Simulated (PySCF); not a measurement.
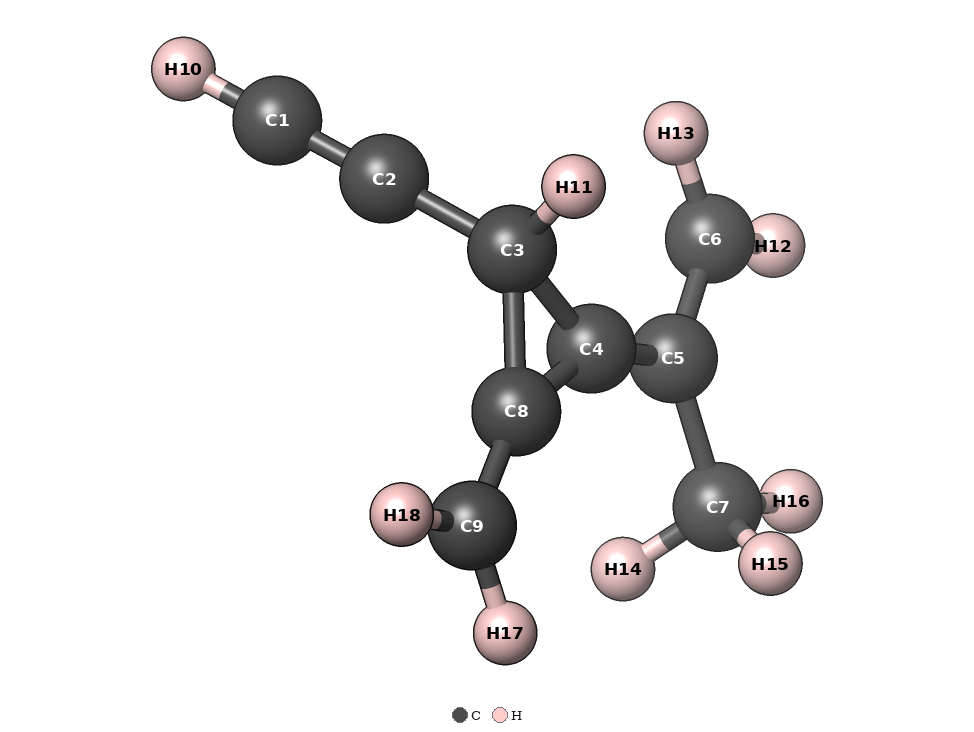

State: neutral, doublet. The computed structure is the end point of a GFN2-xTB optimisation. No frequency run is at hand to confirm it as a minimum. Computed with UKS B3LYP, pcH-1 on C H, non-relativistic (PySCF 2.14.0). Fermi-contact and spin-dipolar terms alone, no spin-orbit part.

### Which nucleus has the largest dipolar (anisotropic) hyperfine coupling?

13C at C4: principal values −46.7, −41.9, 88.7 MHz.

List the isotropic and dipolar parts for the most strongly coupled nuclei, one of each equivalent set.

| atom | isotope | a_iso (MHz) | dipolar part (MHz) |
| --- | --- | --- | --- |
| C4 | 13C | 59.0 | −46.7, −41.9, 88.7 |
| C6 | 13C | 39.7 | −37.5, −36.0, 73.5 |
| C9 | 13C | 36.1 | −34.3, −33.5, 67.9 |
| C5 | 13C | −38.9 | −25.6, 10.8, 14.8 |
| C8 | 13C | −41.4 | −24.6, 7.0, 17.6 |
| H12 | 1H | −30.6 | −18.3, −0.3, 18.6 |
| H18 | 1H | −29.1 | −16.2, −0.5, 16.7 |
| H13 | 1H | −29.3 | −15.1, −1.5, 16.6 |
